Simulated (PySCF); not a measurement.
## Two runs on C3H8GeS

System: C3H8GeS.
Method of run 1: TDDFT PBE0/6-31G*, vertical, gas phase, core orbitals frozen in the response (PySCF 2.14.0).

The geometry comes from this level: PBE0-D3(BJ)/def2-SVP. Text and figures count atoms from 1; the logs count them from 0 in places.

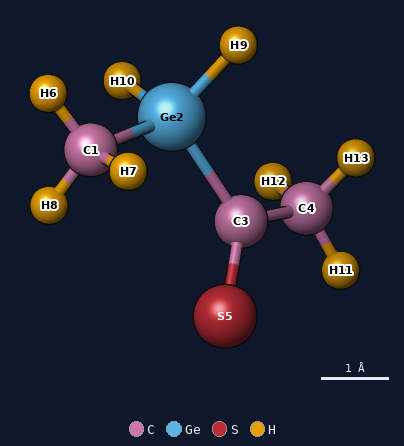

Figure 1. The structure as given in the input (ball-and-stick view, seen at a tilt; atoms are numbered from 1 in the order of the input). Sticks mark near contacts.

### The input, run 1
```
{"job": {"kind": "uv", "xc": "PBE0", "basis": "6-31G*"}, "charge": 0, "multiplicity": 1}
C     -2.226431    -0.320690     0.526961
Ge    -0.708401     0.385573    -0.454226
C      0.979218    -0.302902     0.318935
C      2.255242     0.130206    -0.324496
S      0.927097    -1.295052     1.605638
H     -3.169920    -0.007791     0.057134
H     -2.202094     0.042080     1.563882
H     -2.174360    -1.417917     0.547135
H     -0.650712     1.929354    -0.396996
H     -0.743425    -0.026778    -1.943883
H      3.131796    -0.318182     0.164186
H      2.250493    -0.139021    -1.395329
H      2.338113     1.230891    -0.289622
```

The first line tells a small driver script what to run in PySCF; the rest is the geometry in Å.

Command:
```bash
OMP_NUM_THREADS=1 python <driver script> task.json out
```

Hardware: 1 CPU thread, shared host.

### Output (run 1)
```
coarse grid: 49048 points
cycle   1  E = -2593.3921551818  dE = -3.344e-01  |g| = 5.155e-01  |ddm| = 3.307e+00
cycle   2  E = -2593.3364276201  dE =  5.573e-02  |g| = 6.961e-01  |ddm| = 1.112e+00
cycle   3  E = -2593.4385111231  dE = -1.021e-01  |g| = 1.755e-01  |ddm| = 8.019e-01
cycle   4  E = -2593.4472209313  dE = -8.710e-03  |g| = 2.906e-02  |ddm| = 2.063e-01
cycle   5  E = -2593.4474400464  dE = -2.191e-04  |g| = 7.085e-03  |ddm| = 3.955e-02
cycle   6  E = -2593.4474534880  dE = -1.344e-05  |g| = 1.525e-03  |ddm| = 8.862e-03
cycle   7  E = -2593.4474541289  dE = -6.409e-07  |g| = 3.192e-04  |ddm| = 1.972e-03
final grid: 101384 points
cycle   8  E = -2593.4474698913  dE =  1.854e-08  |g| = 4.650e-04  |ddm| = 1.234e-03
cycle   9  E = -2593.4474697241  dE =  1.673e-07  |g| = 8.909e-04  |ddm| = 1.465e-03
cycle  10  E = -2593.4474699497  dE = -2.256e-07  |g| = 1.214e-04  |ddm| = 1.008e-03
cycle  11  E = -2593.4474699535  dE = -3.778e-09  |g| = 1.055e-05  |ddm| = 1.301e-04
cycle  12  E = -2593.4474699535  dE = -2.501e-11  |g| = 2.163e-06  |ddm| = 1.297e-05
converged SCF energy = -2593.4474699535

Static polarisability (au): isotropic 74.117, principal 53.171 76.673 92.507

Singlet excitations
state   eV       nm        f      main configurations
  1   2.2490    551.3   0.00005   H->L 1.00
  2   5.3532    231.6   0.00000   H-3->L 0.53, H-2->L 0.46
  3   5.7283    216.4   0.00082   H-2->L 0.53, H-3->L 0.46
  4   5.7642    215.1   0.13038   H-1->L 0.74, H->L+1 0.17
  5   6.3598    194.9   0.15834   H->L+1 0.74, H-1->L 0.09
  6   6.3846    194.2   0.03557   H-4->L 0.77, H->L+2 0.15
  7   6.6358    186.8   0.01139   H->L+2 0.79, H-4->L 0.08
  8   7.2626    170.7   0.00766   H-5->L 0.88, H-7->L 0.10
  9   7.4823    165.7   0.00461   H->L+4 0.56, H->L+3 0.37
 10   7.7168    160.7   0.17011   H->L+3 0.60, H->L+4 0.35

Triplet excitations (Tamm-Dancoff, eV): 1.7116 3.2161 4.7311 5.5421
```

The input of run 2 differs as follows (lines with − go, lines with + come):
```diff
-"basis": "6-31G*"
+"basis": "def2-SVP"
```

Predict how the results change.

The total energy of run 2 is 101.3 kcal/mol higher, which measures the change of basis and not a stability. The dipole moment goes from 1.93 to 1.63 D. The lowest excitation goes from 2.25 to 2.20 eV. The strongest computed line goes from 7.72 to 5.77 eV. The number of SCF iterations is the same. The basis functions go from 108 to 132.

### Output (run 2)
```
coarse grid: 49048 points
cycle   1  E = -2593.2348440540  dE = -3.818e-01  |g| = 4.920e-01  |ddm| = 3.606e+00
cycle   2  E = -2593.1778258260  dE =  5.702e-02  |g| = 6.806e-01  |ddm| = 1.175e+00
cycle   3  E = -2593.2772922989  dE = -9.947e-02  |g| = 1.740e-01  |ddm| = 8.493e-01
cycle   4  E = -2593.2857458928  dE = -8.454e-03  |g| = 2.981e-02  |ddm| = 2.099e-01
cycle   5  E = -2593.2859770243  dE = -2.311e-04  |g| = 6.690e-03  |ddm| = 4.224e-02
cycle   6  E = -2593.2859894406  dE = -1.242e-05  |g| = 1.576e-03  |ddm| = 8.980e-03
cycle   7  E = -2593.2859901042  dE = -6.637e-07  |g| = 3.605e-04  |ddm| = 2.242e-03
final grid: 101384 points
cycle   8  E = -2593.2860026242  dE =  1.553e-08  |g| = 4.964e-04  |ddm| = 1.577e-03
cycle   9  E = -2593.2860024645  dE =  1.597e-07  |g| = 8.986e-04  |ddm| = 1.531e-03
cycle  10  E = -2593.2860026862  dE = -2.217e-07  |g| = 1.497e-04  |ddm| = 1.062e-03
cycle  11  E = -2593.2860026921  dE = -5.930e-09  |g| = 1.147e-05  |ddm| = 1.721e-04
cycle  12  E = -2593.2860026922  dE = -3.956e-11  |g| = 2.565e-06  |ddm| = 1.614e-05
converged SCF energy = -2593.2860026922

Static polarisability (au): isotropic 76.152, principal 56.017 80.550 91.890

Singlet excitations
state   eV       nm        f      main configurations
  1   2.2031    562.8   0.00010   H->L 1.00
  2   5.3764    230.6   0.00003   H-3->L 0.58, H-2->L 0.41
  3   5.7568    215.4   0.00147   H-2->L 0.58, H-3->L 0.40
  4   5.7668    215.0   0.12715   H-1->L 0.74, H->L+1 0.14
  5   6.3488    195.3   0.02374   H-4->L 0.86
  6   6.4462    192.3   0.07978   H->L+1 0.60, H->L+2 0.34
  7   6.6682    185.9   0.07742   H->L+2 0.57, H->L+1 0.22, H-1->L 0.12
  8   7.2816    170.3   0.00723   H-5->L 0.87, H-7->L 0.10
  9   7.2954    169.9   0.08402   H->L+3 0.94
 10   7.5814    163.5   0.08292   H->L+4 0.80, H->L+5 0.15

Triplet excitations (Tamm-Dancoff, eV): 1.6389 3.2041 4.7475 5.5829
```

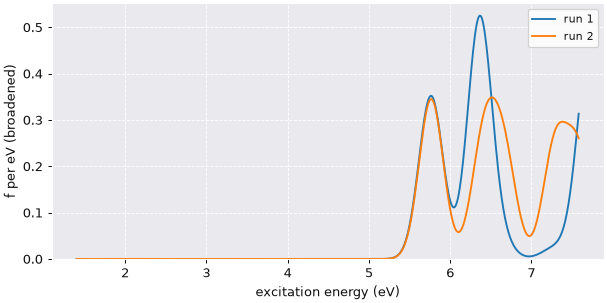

Figure 2. Absorption of the two runs from their computed states, each broadened by a Gaussian of 0.35 eV full width; the range ends where the shorter list of states ends.

### The two runs side by side

| quantity | run 1 | run 2 |
| --- | --- | --- |
| outcome | converged | converged |
| total energy (hartree) | −2593.447470 | −2593.286003 |
| HOMO (eV) | −6.08 | −6.07 |
| LUMO (eV) | −2.07 | −2.10 |
| dipole moment (D) | 1.93 | 1.63 |
| lowest excitation (eV) | 2.25 | 2.20 |
| SCF iterations | 12 | 12 |
| strongest computed line (eV) | 7.72 | 5.77 |
| basis functions | 108 | 132 |
| wall time (shared host) | 14 s | 18 s |

For both runs: Spin–orbit coupling is left out, which matters for the heavy atoms.
